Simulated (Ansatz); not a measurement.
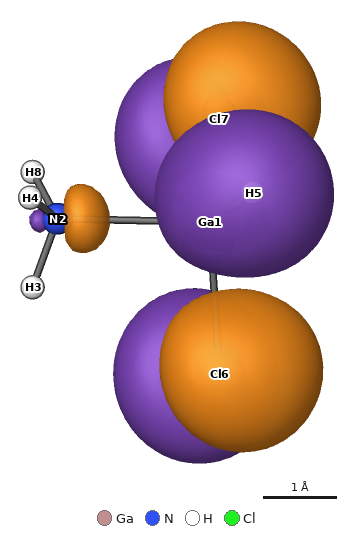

Cl2GaH4N. The HOMO at ±0.08 Å⁻³ᐟ² (orange and purple are the two phases), seen at a tilt.

Method: Ansatz 0.2.0, RKS CAM-B3LYP-D4/def2-SVP.

| atom | x (Å) | y (Å) | z (Å) |
| --- | --- | --- | --- |
| Ga | -0.0727 | 0.5747 | 0.0494 |
| N | -0.1236 | 0.2153 | 2.1120 |
| H | -0.9123 | -0.4107 | 2.2916 |
| H | 0.7204 | -0.1906 | 2.5191 |
| H | 1.3012 | 0.0882 | -0.4843 |
| Cl | -1.8619 | -0.5826 | -0.4282 |
| Cl | -0.4559 | 2.7203 | 0.1828 |
| H | -0.3113 | 1.1121 | 2.5669 |

What is the character of this orbital?

Answer. By Hirshfeld shares it lies mainly on Cl6 (about 35 %), Cl7 (about 35 %), H5 (about 15 %) and Ga1 (about 15 %). Its energy is −9.33 eV.
